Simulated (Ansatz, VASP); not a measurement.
# CaO (Lime): VASP beside Ansatz, part 2 of 2

Wanted: the spread between two codes on one cell, functional and k mesh.

VASP 6.6.1 and Ansatz 0.2.0.

So far: The structure; Ansatz: band structure, HSE06; VASP: band structure, HSE06.

## (3) VASP: band structure, HSE06 (continued)

Level of this step: HSE06; plane waves and PAW (Ca_sv, O) (VASP).

Numbers of over 12 decimals in the logs are rounded to 6 here.

OUTCAR, selected parts (step 3):

```text
ion  position               nearest neighbor table
   1  0.000  0.000  0.000-   2 2.41   2 2.41   2 2.41   2 2.41   2 2.41   2 2.41
   2  0.500  0.500  0.500-   1 2.41   1 2.41   1 2.41   1 2.41   1 2.41   1 2.41

  LATTYP: Found a face centered cubic cell.
 ALAT       =     4.8130000000

 Subroutine GETGRP returns: Found 48 space group operations
 (whereof 48 operations were pure point group operations)

The static configuration has the point symmetry O_h .

 Found     10 irreducible k-points:

   k-points           NKPTS =     10   k-points in BZ     NKDIM =    125   number of bands    NBANDS=     14

   dimension x,y,z NGX =    24 NGY =   24 NGZ =   24
   dimension x,y,z NGXF=    48 NGYF=   48 NGZF=   48

   ENCUT  =  460.0 eV  33.81 Ry    5.81 a.u.   5.95  5.95  5.95*2*pi/ulx,y,z

   NELECT =      16.0000    total number of electrons

 k-points in reciprocal lattice and weights: Automatic mesh
   0.00000000  0.00000000  0.00000000       0.008
   0.20000000  0.00000000  0.00000000       0.064
   0.40000000  0.00000000  0.00000000       0.064
   0.20000000  0.20000000  0.00000000       0.048
   0.40000000  0.20000000  0.00000000       0.192
  -0.40000000  0.20000000  0.00000000       0.192
  -0.20000000  0.20000000  0.00000000       0.096
   0.40000000  0.40000000  0.00000000       0.048
  -0.40000000  0.40000000  0.00000000       0.096
  -0.40000000  0.40000000  0.20000000       0.192

  exchange ACFDT corr.  =         0.00000000  see jH, gK, PRB 81, 115126

 average (electrostatic) potential at core
       1 -39.0928       2 -63.8881

 E-fermi :   1.4338

 k-point     1 :       0.0000    0.0000    0.0000
  band No.  band energies     occupation
    ...
      4     -18.2483      2.00000
      5     -15.7779      2.00000
      6       1.2539      2.00000
      7       1.2539      2.00000
      8       1.2540      2.00000
      9       7.4623      0.00000
     10       9.4566      0.00000
     11       9.4566      0.00000
     12       9.4567      0.00000
     13      11.0781      0.00000
    ...

 k-point     2 :       0.2000    0.0000    0.0000
  band No.  band energies     occupation
    ...
      4     -18.2656      2.00000
      5     -15.1953      2.00000
      6       0.0776      2.00000
      7       0.7698      2.00000
      8       0.7699      2.00000
      9       8.9946      0.00000
     10       9.4184      0.00000
     11      10.1656      0.00000
     12      10.1656      0.00000
     13      12.0121      0.00000
    ...

 k-point     3 :       0.4000    0.0000    0.0000
  band No.  band energies     occupation
    ...
      4     -18.2932      2.00000
      5     -14.4953      2.00000
      6      -1.3431      2.00000
      7       0.1040      2.00000
      8       0.1041      2.00000
      9      10.0023      0.00000
     10      11.1091      0.00000
     11      11.5679      0.00000
     12      11.5679      0.00000
     13      13.7121      0.00000
    ...

  energy-cutoff  :      460.00
  volume of cell :       27.87
      direct lattice vectors                 reciprocal lattice vectors
     0.000000000  2.406500000  2.406500000    -0.207770621  0.207770621  0.207770621
     2.406500000  0.000000000  2.406500000     0.207770621 -0.207770621  0.207770621
     2.406500000  2.406500000  0.000000000     0.207770621  0.207770621 -0.207770621

 POSITION                                       TOTAL-FORCE (eV/Angst)
 -----------------------------------------------------------------------------------
      0.00000      0.00000      0.00000        -0.000000     -0.000000     -0.000000
      2.40650      2.40650      2.40650         0.000000      0.000000      0.000000
 -----------------------------------------------------------------------------------
    total drift:                               -0.000000     -0.000000      0.000000

  FREE ENERGIE OF THE ION-ELECTRON SYSTEM (eV)
  ---------------------------------------------------
  free  energy   TOTEN  =       -14.9030372679 eV

  energy  without entropy=      -14.9030372679  energy(sigma->0) =      -14.90303727

 total charge
# of ion       s       p       d       tot
------------------------------------------
    1        2.037   5.886   0.256   8.179
    2        1.559   3.488   0.000   5.047
--------------------------------------------------
tot          3.596   9.374   0.256  13.226

[... 3 further parts left out ...]
```

## (4) Comparison

Known differences besides the PAW data sets themselves: exact exchange at q = 0 is treated differently, which shows on coarse meshes; VASP keeps PBE cores, Ansatz makes them for the functional; the cutoff is 420 eV in Ansatz and 460 eV in VASP; VASP takes a coarser grid for exact exchange (PRECFOCK = Fast). Total energies have different zeros and are not compared.

Both answers:

```
                     quantity  Ansatz   VASP  difference
gap over the path points (eV)   5.336  5.320      +0.016
```

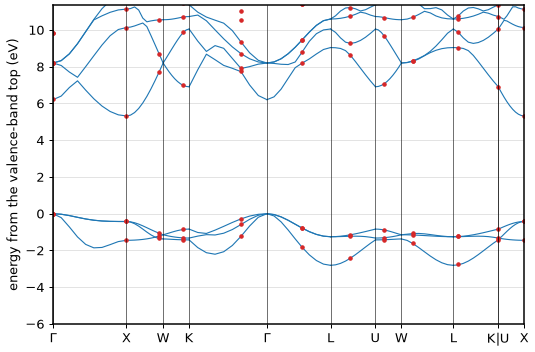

Bands from VASP (lines) and levels from Ansatz (dots). Dots without a line are higher empty bands that the VASP plot leaves out.

Levels at points of the path, from each program's valence-band top (eV; 3 filled, then empty):

```
k (reciprocal lattice)                              Ansatz                                VASP
     0.000 0.000 0.000       0.00 0.00 0.00 6.23 8.21 8.21       0.00 0.00 0.00 6.21 8.20 8.20
     0.500 0.000 0.500  -1.45 -0.42 -0.42 5.34 10.13 11.13  -1.45 -0.42 -0.42 5.32 10.14 11.14
     0.500 0.222 0.722   -1.34 -1.22 -1.06 7.71 8.70 10.55   -1.35 -1.22 -1.06 7.71 8.70 10.55
     0.403 0.347 0.750   -1.41 -1.31 -0.85 6.99 9.87 10.70   -1.42 -1.32 -0.86 6.98 9.87 10.71
     0.125 0.125 0.250    -1.22 -0.58 -0.28 7.75 7.91 8.71    -1.23 -0.59 -0.28 7.73 7.90 8.71
     0.278 0.278 0.278    -1.82 -0.78 -0.78 8.20 8.82 9.46    -1.84 -0.79 -0.79 8.20 8.81 9.47
     0.556 0.389 0.556   -2.40 -1.22 -1.14 8.62 9.27 10.75   -2.42 -1.23 -1.15 8.62 9.27 10.76
     0.583 0.250 0.667   -1.41 -1.30 -0.88 7.08 9.68 10.67   -1.42 -1.30 -0.88 7.07 9.68 10.68
     0.500 0.306 0.694   -1.62 -1.16 -1.07 8.30 8.32 10.69   -1.63 -1.16 -1.08 8.30 8.32 10.70
     0.486 0.486 0.528   -2.76 -1.24 -1.23 9.04 9.87 10.60   -2.78 -1.25 -1.25 9.03 9.87 10.61
```

Among the levels compared (up to four filled and three empty ones at each point), filled levels agree within 18 meV and empty ones within 24 meV.

## (5) Summary of results

| Quantity | Value |
| --- | --- |
| difference in gap over the path points (band structure, HSE06) | 0.016 eV |

The difference in gap over the path points is 0.016 eV (band structure, HSE06), within the 0.08 eV picked in this series as the mark of a large difference. How closely two codes agree says nothing of how well the functional describes the real material.

[Lines on the potential files, build, host, timing and source positions are cut from VASP's logs without a mark.]

[Logs are printed without paths, hosts, clocks, repeated set-up lines and the standing remarks that a program may print on its own settings, such as how far it seeks lower states.]

[Hosts, paths, dates, database ids (printed as entryN), source tags and the programs' standing remarks are cut or masked in the printed files.]
